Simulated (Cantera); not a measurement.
Feed: 1 mol CH2F2, a varied amount of HCl, 0.031 mol CH4, at 1998.15 K and 31.0 mbar.

Equilibrium computed with Cantera from the NASA thermochemical tables; the gas is ideal and each condensed phase is pure. Candidate condensed phases: C, C6H6, C7H8, C8H18; 118 gas species. Rates play no part.

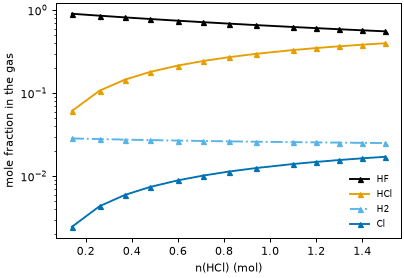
Figure: Equilibrium gas composition (values under 1e-9 drawn at 1e-9)

### Question
Read off the mole fractions at 0.48 mol HCl.

### Answer
HF about 0.78, HCl about 0.18, H2 about 0.027, Cl about 0.0074.
